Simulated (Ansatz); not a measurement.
# Ge(111) with NH2 on 50 % of the top atoms and H on the rest: bands and core levels

Wanted: the XPS lines and the band structure of Ge(111) with NH2 on 50 % of the top atoms and H on the rest.

Main program and level: Ansatz 0.2.0; DFT, PBE, plane-wave PAW, default files, scalar-relativistic.

**1. The structure**

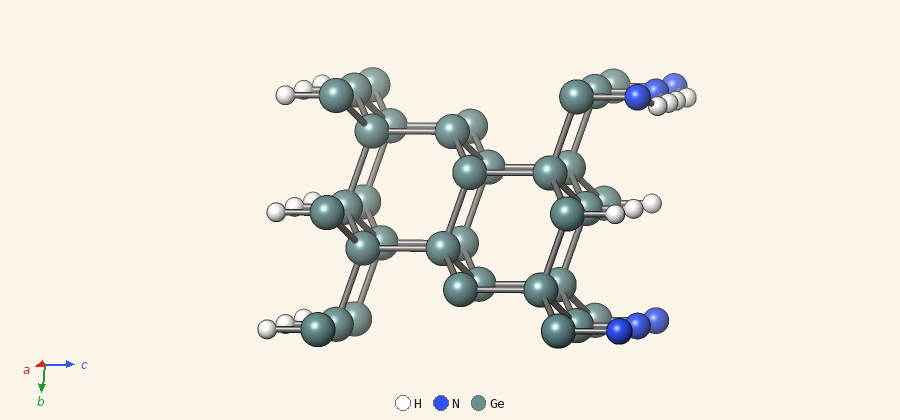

The starting structure, seen from the side, with the c axis across the page (hydrogen white, nitrogen blue, germanium teal). Some periodic images of atoms are drawn too.

The cell holds 36 atoms: 10 H, 2 N and 24 Ge. Its edges and angles: a = 8.004 Å, b = 8.004 Å, c = 25.263 Å, α = 90.0°, β = 90.0°, γ = 60.0°. It derives from Ge. How the cell was made: terminated face; group: NH2; share of top atoms: 0.5; rest: H; oxygen in back bonds: 0; lower face: H. Regions: ad, 8 atoms (2 N and 6 H); L1, 4 atoms (4 Ge); L2, 4 atoms (4 Ge); L3, 4 atoms (4 Ge); mid, 4 atoms (4 Ge); rest, 12 atoms (8 Ge and 4 H). Vacuum lies along c.

**2. Relaxation**

Levels and vacuum steps follow bond lengths, so the atoms are relaxed first. 12 atoms are held to stand for the bulk. A dipole correction cancels the field between unlike faces.

The input, input.yaml:

```yaml
crystal:
  lattice:
    - [8.004448763, 0.0, 0.0]
    - [4.0022243815, 6.9320559721, 0.0]
    - [0.0, 0.0, 25.2625556781]
  atoms:
    - { symbol: H, position: [0.08080443, 0.043277204, 0.722910061] }
    - { symbol: H, position: [0.875918366, 0.043277204, 0.722910061] }
    - { symbol: H, position: [0.58080443, 0.043277204, 0.722910061] }
    - { symbol: H, position: [0.375918366, 0.043277204, 0.722910061] }
    - { symbol: "N", position: [0.0, 0.0, 0.703117923] }
    - { symbol: "N", position: [0.5, 0.0, 0.703117923] }
    - { symbol: H, position: [0.0, 0.5, 0.687284212] }
    - { symbol: H, position: [0.5, 0.5, 0.687284212] }
    - { symbol: Ge, position: [0.0, 0.0, 0.629491168] }
    - { symbol: Ge, position: [0.5, 0.0, 0.629491168] }
    - { symbol: Ge, position: [0.0, 0.5, 0.629491168] }
    - { symbol: Ge, position: [0.5, 0.5, 0.629491168] }
    - { symbol: Ge, position: [0.833333333, 0.333333333, 0.597152768] }
    - { symbol: Ge, position: [0.333333333, 0.333333333, 0.597152768] }
    - { symbol: Ge, position: [0.833333333, 0.833333333, 0.597152768] }
    - { symbol: Ge, position: [0.333333333, 0.833333333, 0.597152768] }
    - { symbol: Ge, position: [0.833333333, 0.333333333, 0.500137568] }
    - { symbol: Ge, position: [0.333333333, 0.333333333, 0.500137568] }
    - { symbol: Ge, position: [0.833333333, 0.833333333, 0.500137568] }
    - { symbol: Ge, position: [0.333333333, 0.833333333, 0.500137568] }
    - { symbol: Ge, position: [0.166666667, 0.166666667, 0.467799168] }
    - { symbol: Ge, position: [0.666666667, 0.166666667, 0.467799168] }
    - { symbol: Ge, position: [0.166666667, 0.666666667, 0.467799168] }
    - { symbol: Ge, position: [0.666666667, 0.666666667, 0.467799168] }
    - { symbol: Ge, position: [0.166666667, 0.166666667, 0.370783968] }
    - { symbol: Ge, position: [0.666666667, 0.166666667, 0.370783968] }
    - { symbol: Ge, position: [0.166666667, 0.666666667, 0.370783968] }
    - { symbol: Ge, position: [0.666666667, 0.666666667, 0.370783968] }
    - { symbol: Ge, position: [0.0, 0.0, 0.338445568] }
    - { symbol: Ge, position: [0.5, 0.0, 0.338445568] }
    - { symbol: Ge, position: [0.0, 0.5, 0.338445568] }
    - { symbol: Ge, position: [0.5, 0.5, 0.338445568] }
    - { symbol: H, position: [0.0, 0.0, 0.277089939] }
    - { symbol: H, position: [0.5, 0.0, 0.277089939] }
    - { symbol: H, position: [0.0, 0.5, 0.277089939] }
    - { symbol: H, position: [0.5, 0.5, 0.277089939] }
kpoints:
  mp_grid: { grid: [3, 3, 1] }
scf:
  occupations: { method: fermi_dirac, width: 0.02 }
  n_extra_bands: 25
hamiltonian:
  xc: pbe
  pseudopotentials: { kind: paw }
output:
  forces: true
  write_potential: true
  volumetric_format: []
efield:
  axis: 3
  dipole_correction: true
relax:
  f_tol: 0.03
  max_steps: 70
  constraints: [{ sites: [24, 25, 26, 27, 28, 29, 30, 31, 32, 33, 34, 35] }]
```

The run is started by

```console
> ansatz run input.yaml --threads 8 --pin off --max-ram 22528MiB --backend cpu --events-out ev --progress --plain --runs-dir out
```

Numbers of over 12 decimals in the logs are rounded to 6 here.

Output:

```text
scf.n_extra_bands = 25 over 178 filled bands (N_el = 356.0): the run solves 203 bands
Engine: ansatz 0.2.0, aarch64-unknown-linux-gnu
Pseudopotentials: kind: paw
Pseudopotential: H, paw, valence charge 1, recommended cutoff 420 eV (normal), H.paw.azcp
Pseudopotential: N, paw, valence charge 5, recommended cutoff 420 eV (normal), N.paw.azcp
Pseudopotential: Ge, paw, valence charge 14, recommended cutoff 420 eV (normal), Ge.paw.azcp
Functional definition: PBE
  parameter kappa = 0.804
  parameter beta = 0.066725
  exchange = pbe_x(kappa = kappa, mu = beta*pi^2/3)
  correlation = pbe_c(beta = beta)
Crystal: 36 atoms, lattice volume = 1401.751 Å³
Basis set: ecut = 420 eV, 27487 PW (Γ), exchange–correlation on 108×108×360 points (8 copies of the dense FFT grid, shifted against one another)
Bands: 203, of which v1, the nominal top of the filled ones, is band 178 counted from 1 (177 counted from 0)
Symmetry: 4 space group operations
Space group: Pm (ITA 6), of the structure as read, at distance tolerance 1.1e-4 Å
k-points: 4 of 9 (time reversal used)
Non-local potential: H, projectors of the file, l = 0: 2, l = 1: 1
Non-local potential: N, projectors of the file, l = 0: 2, l = 1: 2, l = 2: 1
Non-local potential: Ge, projectors of the file, l = 0: 2, l = 1: 2, l = 2: 3, l = 3: 1
PAW form: soft (Blöchl's): semilocal exchange-correlation on the pseudo side does not see the compensation charge
PAW one-centre angular grid: H, 110 points (default); XC on 64 Gauss nodes
PAW one-centre angular grid: N, 110 points (default); XC on 64 Gauss nodes
PAW one-centre angular grid: Ge, 590 points (default); XC on 64 Gauss nodes
Initial density: superposition of atomic densities (neutral atoms: chi_scale 0, normalization atom), corrected by the library's trained network
Initial wavefunctions: pseudopotential atomic-orbital guess
Functional: x = pbe(κ = 0.804, μ = 0.219515), c = pbe(β = 0.066725)
SCF iter   1: F=—  HF=-104004.952165 eV  |F-HF|=—  |Δ(HF+E_count)|=         —  Δρ=1.53e-3  dr2=8.78e-2  ethr=1.77e-3  p=0.192 e·Å  D=2.47e-2 V/Å  ΔV_dip=-0.63 eV  dr2_dipole=1.12e-4  V_vac-E_F(+/−)=3.60/4.22 eV  ⟨swp⟩=6.2  Hψ=3043  notcnv=0  defer=9
efield: sawtooth ramp at fractional position 0.9500 (placed from the atoms, in the widest stretch of the axis that holds none; the zero of the levels goes with the place), width 0.1000; the density the first Hamiltonian is built on has a dipole p = 0.192 e·Å; the dipole correction subtracts the counter field D = 2.47e-2 V/Å, which shifts the + side's vacuum level by -0.63 eV against the − side's; the planar-averaged density in the ramp window peaks in size at 5.3e-5 e/Å³
preconditioner: auto → Resta (q_TF=auto, 2.171 Å⁻¹)  ε∞=1.8  [insulator: Δε(μ)=0.507 eV  Ē_g=21.169 eV  σ=0.020 eV  W_gap=1.00  n_scr=238 (ndim 8)  ℏωp=18.7 eV  f_vac=0.543  D(μ)=0.00/eV (n_scr^D=0)  ε∞_Penn≈1.8  vacuum switching on, ρ_ref=3.3e-2 e/Å³]
SCF iter   2: F=—  HF=-104004.938228 eV  |F-HF|=—  |Δ(HF+E_count)|=   1.39e-2  Δρ=9.05e-4  dr2=5.13e-2  ethr=2.46e-5  p=0.170 e·Å  D=2.19e-2 V/Å  ΔV_dip=-0.55 eV  dr2_dipole=1.22e-3  V_vac-E_F(+/−)=3.68/4.23 eV  ⟨swp⟩=4.0  Hψ=1963  notcnv=0  defer=66
SCF iter   3: F=—  HF=-104004.932362 eV  |F-HF|=—  |Δ(HF+E_count)|=   5.87e-3  Δρ=4.70e-4  dr2=7.29e-3  ethr=1.44e-5  p=0.193 e·Å  D=2.49e-2 V/Å  ΔV_dip=-0.63 eV  dr2_dipole=1.28e-3  V_vac-E_F(+/−)=3.52/4.15 eV  ⟨swp⟩=3.0  Hψ=1035  notcnv=0  defer=66
SCF iter   4: F=—  HF=-104004.934596 eV  |F-HF|=—  |Δ(HF+E_count)|=   2.23e-3  Δρ=2.93e-4  dr2=1.29e-2  ethr=2.05e-6  p=0.144 e·Å  D=1.86e-2 V/Å  ΔV_dip=-0.47 eV  dr2_dipole=6.72e-3  V_vac-E_F(+/−)=3.57/4.04 eV  ⟨swp⟩=2.0  Hψ=1031  notcnv=0  defer=66
SCF iter   5: F=—  HF=-104004.933288 eV  |F-HF|=—  |Δ(HF+E_count)|=   1.31e-3  Δρ=1.15e-4  dr2=2.72e-4  ethr=2.05e-6  p=0.173 e·Å  D=2.23e-2 V/Å  ΔV_dip=-0.56 eV  dr2_dipole=2.05e-6  V_vac-E_F(+/−)=3.52/4.09 eV  ⟨swp⟩=2.0  Hψ=929  notcnv=0  defer=66
SCF iter   6: F=—  HF=-104004.933329 eV  |F-HF|=—  |Δ(HF+E_count)|=   4.06e-5  Δρ=4.62e-5  dr2=3.10e-5  ethr=7.64e-8  p=0.172 e·Å  D=2.22e-2 V/Å  ΔV_dip=-0.56 eV  dr2_dipole=1.27e-6  V_vac-E_F(+/−)=3.51/4.07 eV  ⟨swp⟩=2.0  Hψ=1491  notcnv=0  defer=66
SCF iter   7: F=-104004.933362 eV  HF=-104004.933360 eV  |F-HF|=2.14e-6  |Δ(HF+E_count)|=   3.10e-5  Δρ=1.50e-5  dr2=3.76e-6  ethr=6.32e-9  p=0.172 e·Å  D=2.22e-2 V/Å  ΔV_dip=-0.56 eV  dr2_dipole=1.75e-8  V_vac-E_F(+/−)=3.51/4.07 eV  ⟨swp⟩=10.8  Hψ=7037  notcnv=0
SCF 1 converged in 7 iterations: F = -104004.933362 eV  dr2 = 3.76e-6
  greatest PAW one-centre occupation: 0.999 electrons in one spin orbital (limit 2), on the Ge atom at site 9 (counted from 0), in its partial waves of l = 2
relax step   1: F+E_penalty+E_count = -104004.93336185 eV  Δ(F+E_penalty+E_count) = +0.000e0 eV  max|allowed force component| = 1.707e0 eV/Å  Δτ_max = 0.0000 Å  (7 SCF iters, dr2 threshold 2.25e-5 eV, accepted)
Initial density: handed on by an earlier stage of this run
Initial wavefunctions: those handed on with the density
iter 1 solved again at ethr=1.96e-4 eV; its pass at ethr=3.10e-3 eV (dr2=6.98e-1 eV) is discarded
SCF iter   1: F=—  HF=-104005.341819 eV  |F-HF|=—  |Δ(HF+E_count)|=         —  Δρ=9.88e-3  dr2=7.21e-1  ethr=1.96e-4  p=0.172 e·Å  D=2.22e-2 V/Å  ΔV_dip=-0.56 eV  dr2_dipole=8.17e-3  V_vac-E_F(+/−)=3.45/4.01 eV  ⟨swp⟩=2.0  Hψ=2682  notcnv=0  defer=69
efield: sawtooth ramp at fractional position 0.9500 (handed on by an earlier solve), width 0.1000; the density the first Hamiltonian is built on has a dipole p = 0.172 e·Å; the dipole correction subtracts the counter field D = 2.22e-2 V/Å, which shifts the + side's vacuum level by -0.56 eV against the − side's; the planar-averaged density in the ramp window peaks in size at 2.8e-5 e/Å³
preconditioner: auto → Resta (q_TF=auto, 2.171 Å⁻¹)  ε∞=1.8  [insulator: Δε(μ)=0.553 eV  Ē_g=21.117 eV  σ=0.020 eV  W_gap=1.00  n_scr=238 (ndim 8)  ℏωp=18.7 eV  f_vac=0.537  D(μ)=0.00/eV (n_scr^D=0)  ε∞_Penn≈1.8  vacuum switching on, ρ_ref=3.2e-2 e/Å³]
SCF iter   2: F=—  HF=-104005.197892 eV  |F-HF|=—  |Δ(HF+E_count)|=   1.44e-1  Δρ=4.58e-3  dr2=1.40e-1  ethr=1.96e-4  p=0.061 e·Å  D=7.87e-3 V/Å  ΔV_dip=-0.20 eV  dr2_dipole=2.04e-2  V_vac-E_F(+/−)=3.70/3.90 eV  ⟨swp⟩=2.8  Hψ=1016  notcnv=0  defer=69
SCF iter   3: F=—  HF=-104005.272459 eV  |F-HF|=—  |Δ(HF+E_count)|=   7.46e-2  Δρ=2.20e-3  dr2=6.24e-1  ethr=3.93e-5  p=0.351 e·Å  D=4.53e-2 V/Å  ΔV_dip=-1.15 eV  dr2_dipole=3.54e-1  V_vac-E_F(+/−)=3.21/4.35 eV  ⟨swp⟩=4.0  Hψ=1774  notcnv=0  defer=69  recentre
[...]
SCF iter   8: F=-104005.243775 eV  HF=-104005.243775 eV  |F-HF|=9.18e-9  |Δ(HF+E_count)|=   1.72e-8  Δρ=6.24e-7  dr2=1.32e-8  ethr=2.81e-11  p=0.083 e·Å  D=1.07e-2 V/Å  ΔV_dip=-0.27 eV  dr2_dipole=2.28e-9  V_vac-E_F(+/−)=3.74/4.01 eV  ⟨swp⟩=8.0  Hψ=4752  notcnv=0
SCF 6 converged in 8 iterations: F = -104005.243775 eV  dr2 = 1.32e-8
relax step   6: F+E_penalty+E_count = -104005.24377534 eV  Δ(F+E_penalty+E_count) = -3.801e-4 eV  max|allowed force component| = 4.219e-3 eV/Å  Δτ_max = 0.0151 Å  (8 SCF iters, accepted)
NSCF: frozen V_eff on 4 k-points
the band table was solved once a step of the walk had ended and its energy, with any forces and stress, was formed, with the checks that follow a solve (3237 applications of the Hamiltonian). They found nothing against the state; the energy, forces and stress were not computed again (output.eigenvalues in the input reference)
WARN: The output density's exchange-correlation potential varies sharply where the density is thin. Do not read a vacuum level from v_tot or v_xc, or from such a field of the output density. On a cell that repeats whose density bears no net charge and no dipole along the vacuum's axis use v_es (v_loc + v_h of the components); under efield.dipole_correction with no amplitude use v_es + v_field, which holds any externa [...]
SCF converged after 8 iterations
Free energy (F): -104005.243775 eV
Harris-Foulkes:  -104005.243775 eV  (|F-HF|=9.18e-9)
Internal energy: -104005.243775 eV  (E = F + TS)
E sigma→0 (E₀):  -104005.243775 eV
Entropy (-TS):   -0.000000 eV (-0.000 meV/atom)
Fermi energy:    1.260264 eV
Dipole field:    D = 0.010675 V/Å  (p = 0.082696 e·Å, saw-weighted, corrected)
Work function:   Φ+ = 3.7381 eV   Φ− = 4.0077 eV
Levels:          The Fermi level and band energies are counted from a zero that moves with the ramp; work functions are not
--- Per-component energies (eV) ---
  E_band       = -6205.147555
  E_kinetic    = 3068.659801
  E_local      = -365821.940785  (includes V_loc(G=0)·N_el)
  E_nonlocal   = 10162.040870
  E_hartree    = 177885.742982
  E_xc         = -2017.666723
  E_vxc        = -1811.218164  (∫ρ·V_xc dr)
  E_paw        = -48747.864278  (= ΣΔE_a)
  E_vpaw       = -7574.848285  (= ΣTr[D̂ρ^β])
  E_aug_tail   = -0.005107  (compensation charges beyond the density's cutoff)
  E_efield     = 0.000441  (sawtooth field / dipole correction)
  E_vefield    = 0.655172  (∫n·V_field dr)
  E_ewald      = 121465.789023
  E_smearing   = -0.000000  (= −TS)
  E_closure    = 0.000000  (closes the sum)
  Σ components = -104005.243775   (vs F -104005.243775, Δ=0.00e0)
--- Forces (eV/Å), atoms counted from 1 ---
  atom   1  H     -0.00345820     0.00053664    -0.00085176
  atom   2  H      0.00345820     0.00053664    -0.00085176
  atom   3  H     -0.00345820     0.00053664    -0.00085176
  atom   4  H      0.00345820     0.00053664    -0.00085176
  atom   5  N      0.00000000     0.00018103    -0.00136567
  atom   6  N      0.00000000     0.00018103    -0.00136567
  atom   7  H      0.00000000    -0.00138136    -0.00064899
  atom   8  H      0.00000000    -0.00138136    -0.00064899
  atom   9  Ge     0.00000000     0.00280857     0.00421887
  atom  10  Ge     0.00000000     0.00280857     0.00421887
  atom  11  Ge     0.00000000     0.00131768    -0.00022292
  atom  12  Ge     0.00000000     0.00131768    -0.00022292
  atom  13  Ge     0.00000000    -0.00153702    -0.00109109
  atom  14  Ge     0.00000000    -0.00153702    -0.00109109
  atom  15  Ge     0.00000000    -0.00165847     0.00138821
  atom  16  Ge     0.00000000    -0.00165847     0.00138821
  atom  17  Ge     0.00000000     0.00235763     0.00093156
  atom  18  Ge     0.00000000     0.00235763     0.00093156
  atom  19  Ge     0.00000000     0.00056554     0.00030156
  atom  20  Ge     0.00000000     0.00056554     0.00030156
  atom  21  Ge     0.00000000     0.00011960    -0.00018576
  atom  22  Ge     0.00000000     0.00011960    -0.00018576
  atom  23  Ge    -0.00000000    -0.00219553    -0.00082270
  atom  24  Ge    -0.00000000    -0.00219553    -0.00082270
  atom  25  Ge    -0.00000000    -0.01406539    -0.04881172
  atom  26  Ge    -0.00000000    -0.01406539    -0.04881172
  atom  27  Ge     0.00000000     0.01093753    -0.05388269
  atom  28  Ge     0.00000000     0.01093753    -0.05388269
  atom  29  Ge    -0.00000000    -0.00210800     0.13843134
  atom  30  Ge    -0.00000000    -0.00210800     0.13843134
  atom  31  Ge     0.00000000     0.00414220     0.14691975
  atom  32  Ge     0.00000000     0.00414220     0.14691975
  atom  33  H      0.00000000     0.00093066    -0.09341704
  atom  34  H      0.00000000     0.00093066    -0.09341704
  atom  35  H      0.00000000    -0.00153540    -0.09005173
  atom  36  H      0.00000000    -0.00153540    -0.09005173
  max |Σ_I F_I| component: 9.49e-5 eV/Å
--- Band table (eV) ---
  k-point 0: bands = [... 174 lower, 0.4216, 0.4818, 0.9528, 0.9865, 1.5306, 1.7409, 1.8504, 1.9703, ... 21 higher]
  k-point 1: bands = [... 174 lower, -0.3979, -0.2157, -0.0943, 0.4887, 2.1309, 2.2633, 2.6112, 2.7218, ... 21 higher]
  k-point 2: bands = [... 174 lower, -0.4031, -0.1300, -0.0251, 0.5269, 2.1810, 2.2460, 2.6033, 2.7045, ... 21 higher]
  k-point 3: bands = [... 174 lower, -0.6448, -0.4535, -0.3578, -0.2993, 2.9195, 3.1233, 3.2872, 3.3343, ... 21 higher]
--- Relaxed structure (6 steps of the walk, 5 accepted, 0 SCFs on fresh bases) ---
  F+E_penalty+E_count = -104005.24377534 eV   max|allowed force component| = 4.219e-3 eV/Å
  atoms:
    - { symbol: H, position: [0.084947, 0.034091, 0.723671] }
    - { symbol: H, position: [0.880962, 0.034091, 0.723671] }
    - { symbol: H, position: [0.584947, 0.034091, 0.723671] }
    - { symbol: H, position: [0.380962, 0.034091, 0.723671] }
    - { symbol: N, position: [0.015441, -0.030883, 0.707070] }
    - { symbol: N, position: [0.515441, -0.030883, 0.707070] }
    - { symbol: H, position: [0.00220203, 0.495596, 0.694012] }
    - { symbol: H, position: [0.502202, 0.495596, 0.694012] }
    - { symbol: Ge, position: [0.00265535, -0.0053107, 0.632437] }
    - { symbol: Ge, position: [0.502655, -0.0053107, 0.632437] }
    - { symbol: Ge, position: [0.00202805, 0.495944, 0.632448] }
    - { symbol: Ge, position: [0.502028, 0.495944, 0.632448] }
    - { symbol: Ge, position: [0.834931, 0.330138, 0.600114] }
    - { symbol: Ge, position: [0.334931, 0.330138, 0.600114] }
    - { symbol: Ge, position: [0.835680, 0.828640, 0.600267] }
    - { symbol: Ge, position: [0.335680, 0.828640, 0.600267] }
    - { symbol: Ge, position: [0.833385, 0.333231, 0.502237] }
    - { symbol: Ge, position: [0.333385, 0.333231, 0.502237] }
    - { symbol: Ge, position: [0.833234, 0.833532, 0.502230] }
    - { symbol: Ge, position: [0.333234, 0.833532, 0.502230] }
    - { symbol: Ge, position: [0.166523, 0.166955, 0.468625] }
    - { symbol: Ge, position: [0.666523, 0.166955, 0.468625] }
    - { symbol: Ge, position: [0.166684, 0.666632, 0.468613] }
    - { symbol: Ge, position: [0.666684, 0.666632, 0.468613] }
    - { symbol: Ge, position: [0.1666666665, 0.166666667, 0.370784] }
    - { symbol: Ge, position: [0.666667, 0.166666667, 0.370784] }
    - { symbol: Ge, position: [0.1666666665, 0.666666667, 0.370784] }
    - { symbol: Ge, position: [0.666667, 0.666666667, 0.370784] }
    - { symbol: Ge, position: [0.0, 0.0, 0.338445568] }
    - { symbol: Ge, position: [0.5, 0.0, 0.338445568] }
    - { symbol: Ge, position: [2.7755575615628914e-17, 0.500000, 0.338445568] }
    - { symbol: Ge, position: [0.5, 0.500000, 0.338445568] }
    - { symbol: H, position: [0.0, 0.0, 0.277089939] }
    - { symbol: H, position: [0.5, 0.0, 0.277089939] }
    - { symbol: H, position: [2.7755575615628914e-17, 0.500000, 0.277089939] }
    - { symbol: H, position: [0.5, 0.500000, 0.277089939] }
```

Run time: 2.3 min. Hardware: 8 threads of Arm Neoverse V1, shared host; peak memory 5.1 GiB.

Relaxation path:

```csv
step,energy less that of the first step (eV),largest force component (eV/Å)
1,0.0000,1.7073
2,-0.2530,0.5432
3,-0.3035,0.2149
4,-0.2933,0.5257
5,-0.3100,0.0477
6,-0.3104,0.0042
```

Relaxation step 4 was tried and not accepted.

Forces are held to the 4 operations that the run works with; a distortion that breaks them can't arise in this run.

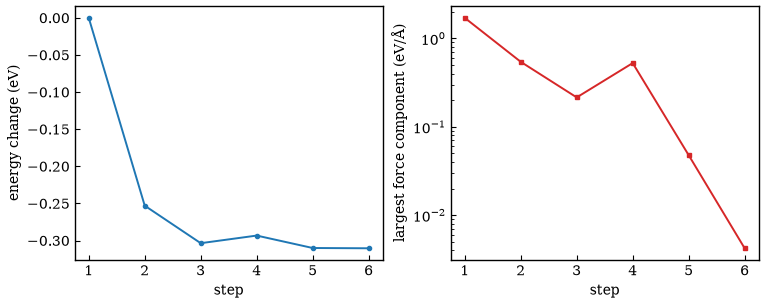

Energy and largest force along the relaxation.

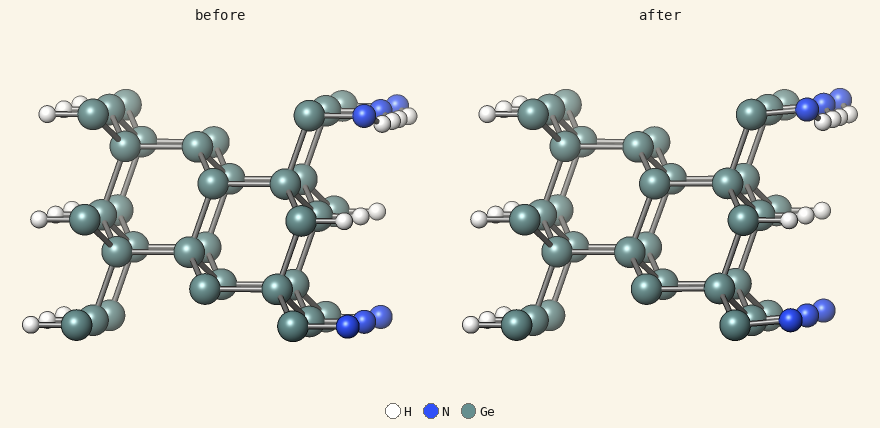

The structure before and after the relaxation, drawn at the same scale.

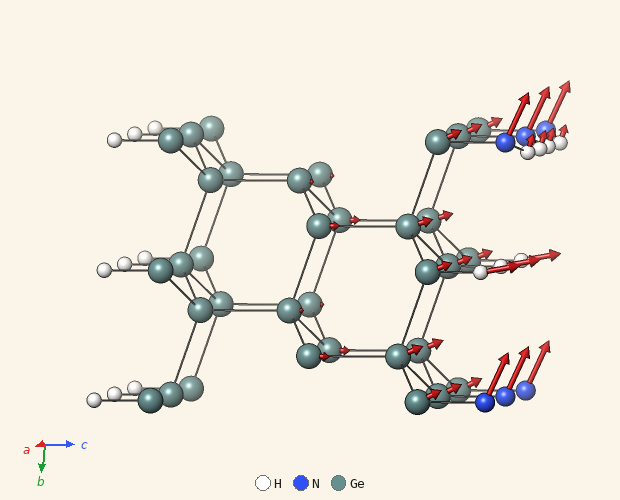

Displacements in the relaxation, exaggerated; the longest in the cell stands for 0.24 Å. Some periodic images of atoms are drawn too.

The atoms that moved most (Å):

```csv
atom,dx,dy,dz,length
N6,0.000,-0.214,0.100,0.236
N5,0.000,-0.214,0.100,0.236
H8,0.000,-0.031,0.170,0.173
H7,0.000,-0.031,0.170,0.173
Ge16,0.000,-0.033,0.079,0.085
Ge15,0.000,-0.033,0.079,0.085
Ge10,0.000,-0.037,0.074,0.083
Ge9,0.000,-0.037,0.074,0.083
```

Numbers from this step:

* free energy: -104005.2438 eV
* Fermi energy: 1.260 eV
* symmetry operations: 4
* gap on the k-mesh: 0.5440 eV
* ionisation potential, upper face: 4.012 eV
* upper vacuum level less the lowest empty level (Kohn–Sham affinity): 3.468 eV
* ionisation potential, lower face: 4.281 eV

The relaxation ends 8.6 meV an atom lower, with a largest force component of 0.0042 eV/Å on the free atoms.

(Continued in part 2 of 4.)

[Logs are printed without paths, hosts, clocks, repeated set-up lines and the standing remarks that a program may print on its own settings, such as how far it seeks lower states.]

[Hosts, paths, dates, database ids (printed as entryN), source tags and the programs' standing remarks are cut or masked in the printed files.]

[Maps of the electrostatic potential energy from Ansatz leave out the sawtooth potential of an applied field or a dipole correction, so their vacuum need not be flat; work functions include it.]
